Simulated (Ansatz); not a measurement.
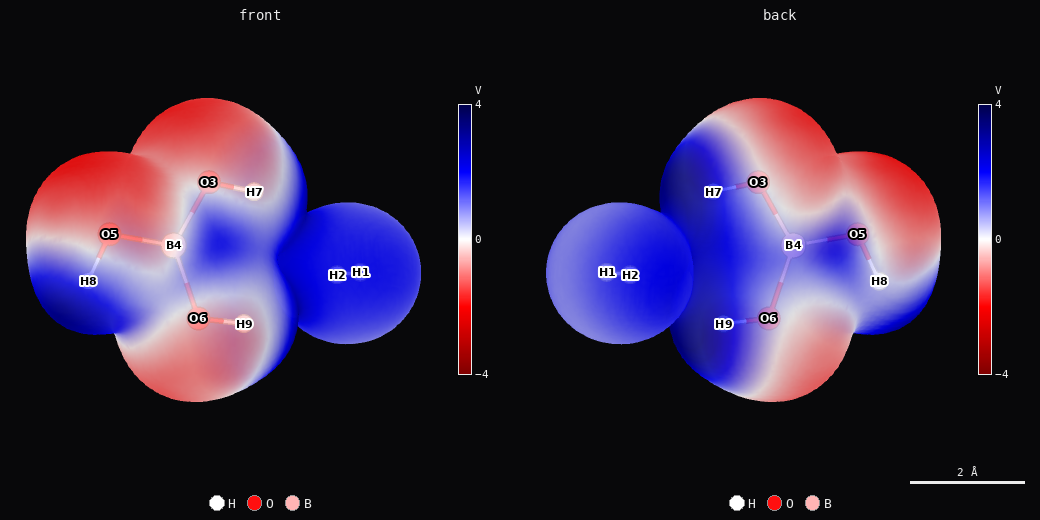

*H$_{2}$···BH$_{3}$O$_{3}$. The electrostatic potential painted on the density surface at 0.004 e/bohr³, seen from the front and from behind; the colour scale runs from red (negative) to blue (positive).*

Geometry: PBE0-D4/def2-TZVP.

All numbers below come from RKS PBE0-D4/def2-TZVPPD in Ansatz 0.2.0.

```yaml
atoms:
  - { symbol: H, position_ang: [0.8292, -0.0355, -2.6346] }
  - { symbol: H, position_ang: [0.1109, 0.1363, -2.7516] }
  - { symbol: O, position_ang: [0.2449, 1.2805, 0.3734] }
  - { symbol: B, position_ang: [-0.1386, 0.1089, 0.9638] }
  - { symbol: O, position_ang: [-0.3634, 0.1481, 2.3047] }
  - { symbol: O, position_ang: [-0.3106, -1.0880, 0.3062] }
  - { symbol: H, position_ang: [0.3965, 1.2256, -0.5698] }
  - { symbol: H, position_ang: [-0.6280, -0.7091, 2.6439] }
  - { symbol: H, position_ang: [-0.1408, -1.0669, -0.6359] }
```

**Where is the surface potential most negative and most positive?**

The most negative region (about −1.8 V, or −42 kcal/mol for a unit charge) lies over O5, the most positive (about +3.4 V, or +78 kcal/mol for a unit charge) over H7 and H9. O5 is the likeliest acceptor of a hydrogen bond.
